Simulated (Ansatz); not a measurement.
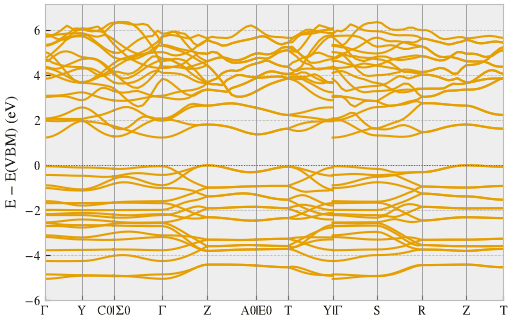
Fig. 1. Band structure from r²SCAN in the plane-wave PAW code Ansatz

The gap is 1.16 eV; an edge lies off the plotted path or next to a special point (maximum on the Γ–Z line, 98 % of the way from Γ, minimum off the standard path).

The material is Cs₂P₂Pd in space group Cmcm (No. 63; Cs on 4c, Cs on 4c, P on 8g, Pd on 4a).

The workflow started from a Materials Project entry (that database holds measured and hypothetical structures alike); the Crystallography Open Database copy checked does not list it. Whether it is the stable phase at ambient conditions was not checked. Symmetry was held in the r²SCAN relaxation; its stability against distortions is not shown here. The run is not spin-polarised. Spin–orbit coupling is left out wherever it is not named.

Potentials: the later of the program's two PAW sets.
